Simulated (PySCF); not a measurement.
**CH2F2 (SMILES FCF) at wB97X-V/STO-3G**

Aim: the vertical singlet–triplet gap of CH2F2 at wB97X-V/STO-3G, from 2 runs. The job is set up through a Python script.

Program for the calculation: PySCF 2.14.0.

9 further runs of the same task are left out: 3 that didn't finish, 6 set aside as unsound or not needed.

## 1. Starting point

The species is CH2F2 (5 atoms), meant as a singlet with charge 0. SMILES: `FCF`. The coordinates come from a PBE0-D4/def2-TZVP relaxation.

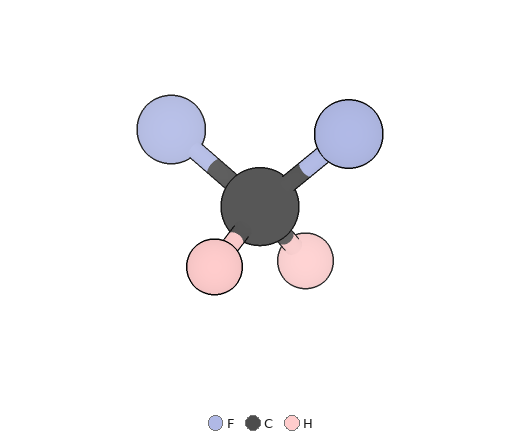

The structure, seen from a chosen angle (fluorine light blue, carbon dark grey, hydrogen pink).

## 2. A single-point energy at wB97X-V/STO-3G

Input file calc.py:

```python
# FCF
from pyscf import gto, dft

system = gto.M(
    atom=[
    ('F', (-1.073300, 0.191200, 0.698300)),
    ('C', (0.010100, -0.016900, -0.082300)),
    ('F', (1.090500, -0.179200, 0.713200)),
    ('H', (-0.142700, -0.932900, -0.659500)),
    ('H', (0.165300, 0.864200, -0.711100)),
],
    spin=0,
    verbose=3,
    basis='sto-3g',
    max_memory=1860,
)

mf = dft.RKS(system, xc='wb97x-v')
mf.conv_tol = 1e-10
mf.nlcgrids.level = 1
mf.grids.level = 5
mf.kernel()
if not mf.converged:
    mf = mf.newton().run(mf.mo_coeff, mf.mo_occ)

e_tot = mf.e_tot
print('E(%s) = %.9f' % ('WB97X-V', e_tot))
```

Launch:

```
$ OMP_NUM_THREADS=1 python calc.py
```

The log of the run:

```text
converged SCF energy = -235.539642191827
E(WB97X-V) = -235.539642192
```

It took 16 s on 1 thread of Arm Neoverse V1, shared host; peak memory 0.19 GiB.

## 3. The triplet, same level

Input file run.py:

```python
from pyscf import gto, dft

mol = gto.Mole()
mol.atom = '''
F     -2.028243     0.361316     1.319596
C      0.019086    -0.031936    -0.155524
F      2.060746    -0.338639     1.347753
H     -0.269664    -1.762926    -1.246274
H      0.312372     1.633101    -1.343784
'''
mol.max_memory = 1860
mol.verbose = 4
mol.unit = 'bohr'
mol.basis = 'sto-3g'
mol.charge = 0
mol.spin = 2
mol.build()

ks = dft.UKS(mol, xc='wb97x-v')
ks.grids.level = 5
ks.conv_tol = 1e-10
ks.nlcgrids.level = 1
ks.kernel()
if not ks.converged:
    ks = ks.newton().run(ks.mo_coeff, ks.mo_occ)

etot = ks.e_tot
print('Final energy', etot)
```

Launch:

```
$ OMP_NUM_THREADS=1 python run.py
```

The log of the run:

```text
PySCF version 2.14.0

[INPUT] num. atoms = 5
[INPUT] num. electrons = 26
[INPUT] charge = 0
[INPUT] spin (= nelec alpha-beta = 2S) = 2
[INPUT] symmetry False subgroup None
[INPUT] Mole.unit = bohr
[INPUT] Symbol           X                Y                Z      unit          X                Y                Z       unit  Magmom
[INPUT]  1 F     -1.073299973808   0.191200193141   0.698300130821 AA   -2.028243000000   0.361316000000   1.319596000000 Bohr   0.0
[INPUT]  2 C      0.010099876248  -0.016899803408  -0.082299756551 AA    0.019086000000  -0.031936000000  -0.155524000000 Bohr   0.0
[INPUT]  3 F      1.090499820695  -0.179200041529   0.713200173549 AA    2.060746000000  -0.338639000000   1.347753000000 Bohr   0.0
[INPUT]  4 H     -0.142700043406  -0.932900263738  -0.659499799362 AA   -0.269664000000  -1.762926000000  -1.246274000000 Bohr   0.0
[INPUT]  5 H      0.165300143730   0.864199832331  -0.711099869199 AA    0.312372000000   1.633101000000  -1.343784000000 Bohr   0.0

nuclear repulsion = 77.4682153341307
number of shells = 11
number of NR pGTOs = 51
number of NR cGTOs = 17
basis = sto-3g
ecp = {}

[... 45 lines left out ...]
[... the frontier-level lines of each cycle are left out ...]
[... 5 lines left out ...]
[... 5 lines left out ...]
[... 5 lines left out ...]
[... 5 lines left out ...]
[... 5 lines left out ...]
[... 5 lines left out ...]
[... 5 lines left out ...]
[... 5 lines left out ...]

cycle= 9 E= -235.09214997443  delta_E= -2.21e-08  |g|= 5.8e-05  |ddm|= 0.000497


cycle= 10 E= -235.092149986829  delta_E= -1.24e-08  |g|= 6.23e-05  |ddm|= 0.000293


cycle= 11 E= -235.092149906413  delta_E= 8.04e-08  |g|= 1.8e-05  |ddm|= 0.00292


cycle= 12 E= -235.09214990082  delta_E= 5.59e-09  |g|= 2.05e-06  |ddm|= 0.000985


cycle= 13 E= -235.092149900826  delta_E= -5.97e-12  |g|= 9.92e-07  |ddm|= 2.44e-05


Extra cycle  E= -235.092149900828  delta_E= -2.1e-12  |g|= 7.64e-07  |ddm|= 6.26e-06
converged SCF energy = -235.092149900828  <S^2> = 2.0024417  2S+1 = 3.0016274
Final energy -235.0921499008278
```

Wall time 26 s (1 thread of Arm Neoverse V1, shared host); peak memory 0.2 GiB.

## 4. Summary of results

At wB97X-V/STO-3G:

| quantity | value |
| --- | --- |
| singlet: total energy | -235.53964 Eh |
| singlet: dipole moment | 0.95 D |
| singlet: HOMO energy | -7.77 eV |
| singlet: LUMO energy | 12.30 eV |
| singlet: HOMO–LUMO gap | 20.06 eV |
| triplet: total energy | -235.09215 Eh |
| triplet: dipole moment | 0.08 D |
| triplet: ⟨S²⟩ | 2.002 |
| vertical energy of the triplet above the singlet | 12.177 eV |

In words: At this shape the triplet lies 12.18 eV (1175 kJ/mol) above the singlet. In a minimal basis such a difference can be off by several eV, whatever the method. Mulliken charges (singlet) run from -0.11 on F1 to +0.08 on C2. Mulliken charges (triplet) run from -0.13 on C2 to +0.08 on H5.
